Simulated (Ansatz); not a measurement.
# One shape, several levels: HF (hydrogen fluoride)

Aim: a comparison of 6 runs (B3LYP/6-31G*, B2PLYP/cc-pVTZ, BHLYP/cc-pVTZ, BLYP/cc-pVTZ, HSE06/cc-pVTZ, revPBE/cc-pVTZ) of HF (hydrogen fluoride). 

The calculation is run with Ansatz 0.2.0.

37 further runs of the same task are left out: 37 set aside as unsound or not needed.

**1. The system as given**

The species is HF (2 atoms), meant as a singlet with charge 0. SMILES: `F`. The F1–H2 distance was set to 1.058 Å, away from the relaxed value.

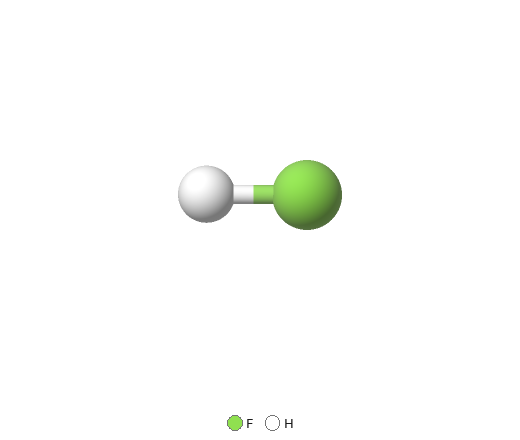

The structure, seen from a chosen angle (fluorine green, hydrogen white).

**2. The energy at B3LYP/6-31G(d) (spherical functions) (run 1)**

The input, run.yaml:

```yaml
crystal:
  periodic: [false, false, false]
  atoms:
    - symbol: F
      position_ang: [-0.507038, 0.187994, -0.255339]
    - symbol: H
      position_ang: [0.390000, -0.144600, 0.196400]
basis:
  gaussian:
    orbitals: 6-31G_st_-spherical.json
hamiltonian:
  xc: {name: B3LYP}
accuracy: high
output: {orbitals: {seedname: orbitals}}
```

The basis set 6-31G* is read from a file made from the Basis Set Exchange's data (not shown).

On the command line:

```console
$ ansatz run run.yaml --threads 1 --pin off --max-ram 3480MiB --events-out events.jsonl --progress --plain --runs-dir runs
```

Output:

```text
Warning: RAYON_NUM_THREADS=1 ignored (pool sized by the plan → 1); use --threads N
Functional definition: B3LYP
  name "B3LYP"
  parameter a0 = 0.2
  parameter ax = 0.72
  parameter ac = 0.81
  exchange = (1 - a0 - ax)*slater_x + ax*b88_x + a0*exact_x
  correlation = (1 - ac)*vwn_rpa_c + ac*lyp_c
242 factors; integrals over basis functions are off by at most 5.0e-9 eV
mean field evaluation 1: about -2730.7277 eV, gradient 3.0e1 eV
mean field evaluation 2: about -2729.1664 eV, gradient 4.5e1 eV
mean field evaluation 4: about -2732.2033 eV, gradient 1.5e-1 eV
mean field evaluation 8: about -2732.2021 eV, gradient 4.6e-4 eV
mean field -2732.20211520 eV, -100.4065757803 hartree, gradient 1.0e-8 eV, S^2 0.000000; 0 other end points of the search recorded, 0 dependent functions left out
reference -2732.20213018 eV, -100.4065763308 hartree; 5, 5 occupied and 11, 11 virtual orbitals, 242 factors
Total energy: -2732.20213018 eV, -100.4065763308 hartree
```

Wall time 0.34 s (1 thread of Arm Neoverse V1, shared host).

**3. The energy at B2PLYP/cc-pVTZ (run 2)**

The input, input.yaml:

```yaml
crystal:
  periodic: [false, false, false]
  atoms:
    - {symbol: F, position_ang: [-0.507038, 0.187994, -0.255339]}
    - {symbol: H, position_ang: [0.390000, -0.144600, 0.196400]}
basis:
  gaussian:
    orbitals: cc-pVTZ
hamiltonian:
  xc: {name: B2PLYP}
correlation:
  frozen_orbitals: {F: 1, H: 0}
accuracy: high
output: {orbitals: {seedname: orbitals}}
```

On the command line:

```console
$ ansatz run input.yaml --threads 1 --pin off --max-ram 3480MiB --events-out events.jsonl --progress --plain --runs-dir runs
```

Output (excerpt; [...] marks lines left out):

```text
Warning: RAYON_NUM_THREADS=1 ignored (pool sized by the plan → 1); use --threads N
Functional definition: B2PLYP
  name "B2PLYP"
[...]
586 factors; integrals over basis functions are off by at most 3.2e-9 eV
[...]
mean field -2729.99851309 eV, -100.3255948966 hartree, gradient 8.3e-9 eV, S^2 0.000000; 0 other end points of the search recorded, 0 dependent functions left out
1 core orbitals not correlated: weight in the atoms' cores, before any rotation towards them, 1.000 or more for the frozen orbitals, at most 0.000 for the correlated occupied ones
reference -2729.99852453 eV, -100.3255953169 hartree; 4, 4 occupied and 39, 39 virtual orbitals, 586 factors
second order -8.88851651 eV of doubles, -0.00000000 eV of singles
Total energy: -2732.39842398 eV, -100.4137899952 hartree
```

It took 0.83 s on 1 thread of Arm Neoverse V1, shared host.

Run 3 isn't shown in full; the table further down has it.

**4. A single-point energy at BLYP/cc-pVTZ (run 4)**

input.yaml: that of step 3 with these lines changed.

```diff
@@ -9,6 +9,5 @@
 hamiltonian:
-  xc: {name: B2PLYP}
-correlation:
-  frozen_orbitals: {F: 1, H: 0}
+  xc: {name: BLYP}
 accuracy: high
-output: {orbitals: {seedname: orbitals}}
+output:
+  orbitals: {seedname: orbitals}
```

On the command line:

```console
$ ansatz run input.yaml --threads 1 --pin off --max-ram 3480MiB --events-out events.jsonl --progress --plain --runs-dir runs
```

Output:

```text
Warning: RAYON_NUM_THREADS=1 ignored (pool sized by the plan → 1); use --threads N
Functional definition: BLYP
  name "BLYP"
  parameter beta = 0.0042
  parameter a = 0.04918
  parameter b = 0.132
  parameter c = 0.2533
  parameter d = 0.349
  exchange = b88_x(beta = beta)
  correlation = lyp_c(a = a, b = b, c = c, d = d)
586 factors; integrals over basis functions are off by at most 3.2e-9 eV
mean field evaluation 1: about -2731.9227 eV, gradient 3.6e1 eV
mean field evaluation 2: about -2725.6269 eV, gradient 7.6e1 eV
mean field evaluation 4: about -2733.6508 eV, gradient 6.7e-1 eV
mean field evaluation 8: about -2733.6499 eV, gradient 7.3e-3 eV
mean field -2733.64991391 eV, -100.4597814016 hartree, gradient 8.7e-8 eV, S^2 0.000000; 0 other end points of the search recorded, 0 dependent functions left out
reference -2733.64993932 eV, -100.4597823357 hartree; 5, 5 occupied and 39, 39 virtual orbitals, 586 factors
Total energy: -2733.64993932 eV, -100.4597823357 hartree
```

It took 0.56 s on 1 thread of Arm Neoverse V1, shared host.

Run 5 isn't shown in full; the table further down has it.

**5. The energy at revPBE/cc-pVTZ (run 6)**

The input, job.yaml:

```yaml
crystal:
  periodic: [false, false, false]
  atoms:
    - {symbol: F, position_ang: [-0.507038, 0.187994, -0.255339]}
    - {symbol: H, position_ang: [0.390000, -0.144600, 0.196400]}
basis:
  gaussian:
    orbitals: cc-pVTZ
hamiltonian:
  xc: {name: revPBE}
accuracy: high
output: {orbitals: {seedname: orbitals}}
```

On the command line:

```console
$ ansatz run job.yaml --threads 1 --pin off --max-ram 3480MiB --events-out events.jsonl --progress --plain --runs-dir runs
```

Output:

```text
Warning: RAYON_NUM_THREADS=1 ignored (pool sized by the plan → 1); use --threads N
Functional definition: revPBE
  name "revPBE"
  parameter kappa = 1.245
  parameter beta = 0.06672455060314922
  exchange = pbe_x(kappa = kappa, mu = beta*pi^2/3)
  correlation = pbe_c(beta = beta)
586 factors; integrals over basis functions are off by at most 3.2e-9 eV
mean field evaluation 1: about -2731.4518 eV, gradient 3.3e1 eV
mean field evaluation 2: about -2726.4255 eV, gradient 6.8e1 eV
mean field evaluation 4: about -2732.9813 eV, gradient 6.1e-1 eV
mean field evaluation 8: about -2732.9804 eV, gradient 7.9e-3 eV
mean field -2732.98038372 eV, -100.4351766210 hartree, gradient 8.6e-8 eV, S^2 0.000000; 0 other end points of the search recorded, 0 dependent functions left out
reference -2732.98038572 eV, -100.4351766947 hartree; 5, 5 occupied and 39, 39 virtual orbitals, 586 factors
Total energy: -2732.98038572 eV, -100.4351766947 hartree
```

It took 0.56 s on 1 thread of Arm Neoverse V1, shared host.

**6. The series**

| run | level | frozen core orbitals | energy (Eh) | HOMO energy (eV) | LUMO energy (eV) | HOMO–LUMO gap (eV) | wall time |
| --- | --- | --- | --- | --- | --- | --- | --- |
| 1 | B3LYP/6-31G* (spherical functions) | – | -100.406576 | -9.96 | 0.47 | 10.43 | 0.34 s |
| 2 | B2PLYP/cc-pVTZ | 1 | -100.413790 | -13.42 | 1.06 | 14.48 | 0.83 s |
| 3 | BHLYP/cc-pVTZ | – | -100.424911 | -13.39 | 0.76 | 14.15 | 0.6 s |
| 4 | BLYP/cc-pVTZ | – | -100.459782 | -8.77 | -1.16 | 7.61 | 0.56 s |
| 5 | HSE06/cc-pVTZ | – | -100.365227 | -10.70 | -0.33 | 10.37 | 0.74 s |
| 6 | revPBE/cc-pVTZ | – | -100.435177 | -8.75 | -0.99 | 7.76 | 0.56 s |

**7. Summary of results**

| quantity | value |
| --- | --- |
| run 6: total energy | -100.43518 Eh |
| run 6: HOMO energy | -8.75 eV |
| run 6: LUMO energy | -0.99 eV |
| run 6: HOMO–LUMO gap | 7.76 eV |

The HOMO–LUMO gap runs from 7.61 eV (BLYP/cc-pVTZ) to 14.48 eV (B2PLYP/cc-pVTZ). A double hybrid's value is that of its SCF part. Totals of different functionals can't be ranked against each other. All runs together took 3.6 s, the longest 0.83 s.
